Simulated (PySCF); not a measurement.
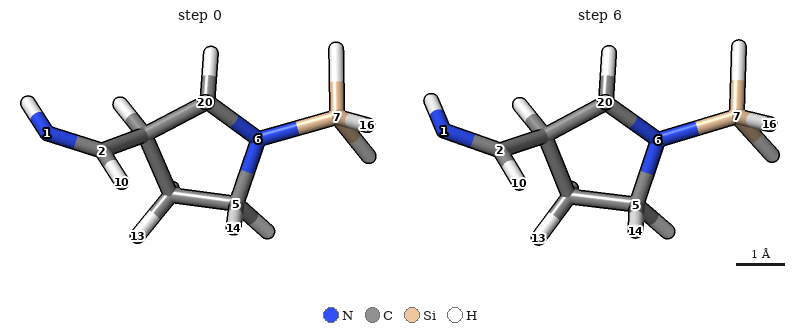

The structure of C5H12N2Si before (left) and after (right) a relaxation, at one scale.

A stick model, seen from a free direction.

The start comes from GFN2-xTB. Its atoms were then displaced at random by about 0.01 Å.

Computed with PBE0-D3(BJ)/def2-SVP geometry optimisation, gas phase in PySCF 2.14.0, density-fitted response routines. 

What changed between the two?

Answer. After 6 geometry steps the energy has fallen by 26.9 kJ/mol. The atom that moves furthest after the best rigid fit is an H atom (0.11 Å). By element the largest moves are H 0.11 Å, N 0.09 Å, C 0.05 Å, Si 0.02 Å. Among the contacts that change: C–N 1.219 → 1.266 Å, H–Si 1.450 → 1.494 Å, C–C 1.495 → 1.526 Å, C–C 1.584 → 1.554 Å. Among the angles between lasting bonds that change: C–N–H 116.7° → 109.8°, N–Si–H 104.0° → 107.7°, C–C–H 109.4° → 112.6°. The run took 2.9 min on 1 thread of Arm Neoverse N1, with other jobs on the host.
